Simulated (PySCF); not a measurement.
## Electronic structure of H$_{9}$Si$_{5}$ (SMILES [SiH]1[SiH2][SiH2][SiH2][SiH2]1) (charge +1) in real space

Input file:

```
{"job": {"kind": "nmr", "xc": "PBE0", "basis": "pcSseg-1"}, "charge": 1, "multiplicity": 1}
Si     1.899116    -0.699244     0.133721
Si     1.043669     1.490843     0.362455
Si    -0.952135     1.317072    -0.884677
Si    -1.946663    -0.580707     0.106467
Si    -0.063075    -1.943103     0.378023
H      3.040553    -1.239954     0.918285
H      2.022962    -0.991472    -1.339274
H      0.740936     1.728757     1.803314
H      2.021037     2.469680    -0.188849
H     -1.852084     2.495728    -0.752762
H     -0.639485     0.981045    -2.304017
H     -3.102220    -1.310104    -0.480224
H     -2.114527    -0.325809     1.580908
H     -0.110306    -3.405241     0.678675
```

Command:

```sh
OMP_NUM_THREADS=1 python cluster_run.py task.json out
```

Geometry: PBE0-D3(BJ)/def2-SVP.

The calculation used PBE0/pcSseg-1, SCF density, gas phase, non-relativistic in PySCF.

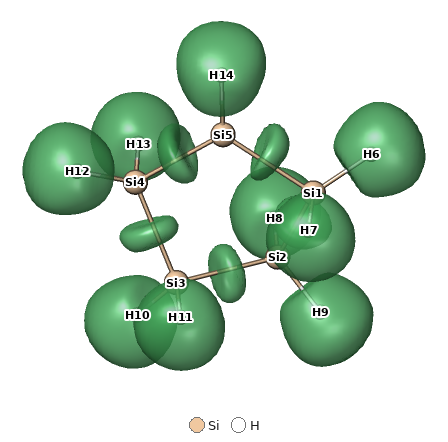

Figure 1. Isosurface of the ELF at 0.9 (green), seen at a tilt. Core shells and regions of very low density are left out.

Identify the bonds, lone pairs and shells in this picture.

The ELF exceeds this value in five regions between bonded Si–Si atoms (shared pairs) and nine regions around hydrogen nuclei. Along the contacts the grid gives the following. Si–Si (2.34 Å): the ELF peaks at about 1 between the atoms: a shared electron pair. Si–H (1.49 Å): the ELF climbs to about 1 towards the hydrogen, as it does in any bond to H.

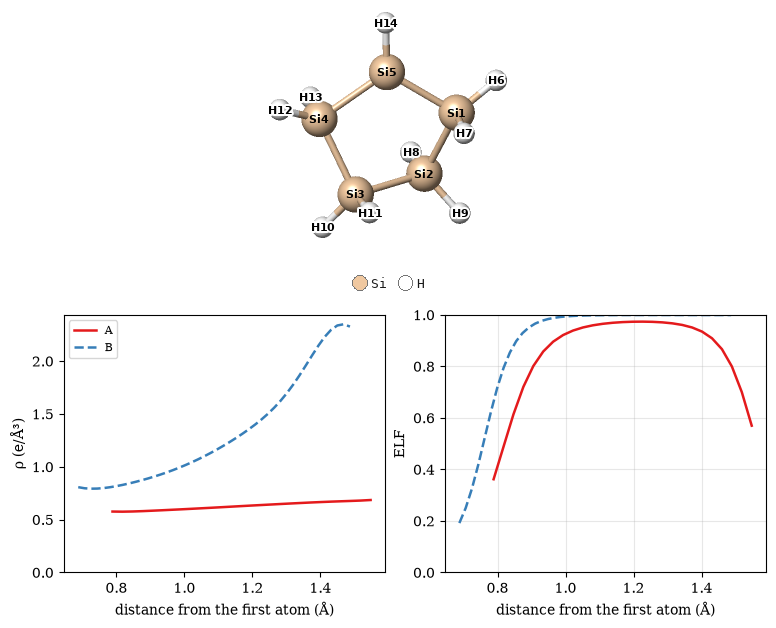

Figure 2. Electron density and electron localisation function along straight lines between neighbouring atoms. The curves leave out the atomic cores. The structure is drawn too.

Which curve belongs to which contact (Si–H and Si–Si)? The first atom named is at distance zero.

Curve A: Si–Si (2.34 Å): ρ at the midpoint is about 0.63 e/Å³; the ELF peaks at about 1 between the atoms: a covalent bond. Curve B: Si–H (1.49 Å): ρ is about 0.79 e/Å³ halfway; the ELF climbs to about 1 towards the hydrogen.
